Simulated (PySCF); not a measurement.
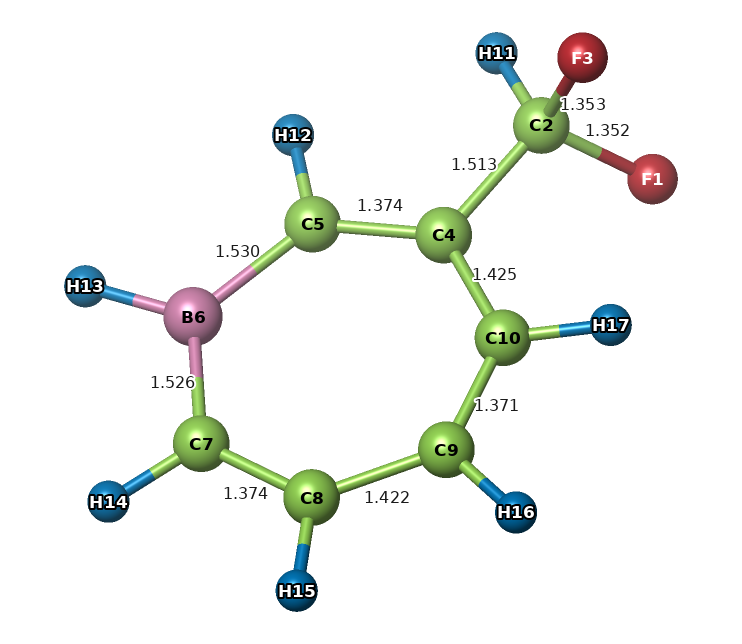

The numbers beside the sticks are distances in Å. Sticks don't show bond order. Computed geometry: PBE0-D3(BJ)/def2-SVP optimisation. No frequency run is at hand to confirm it as a minimum.

> Assign a bond order to each marked bond.

F1–C2 single; C2–F3 single; C2–C4 single; C4–C5 double; C4–C10 single; C5–B6 single; B6–C7 single; C7–C8 double; C8–C9 single; C9–C10 double.

> Give the structure as SMILES.

FC(F)C1=CBC=CC=C1
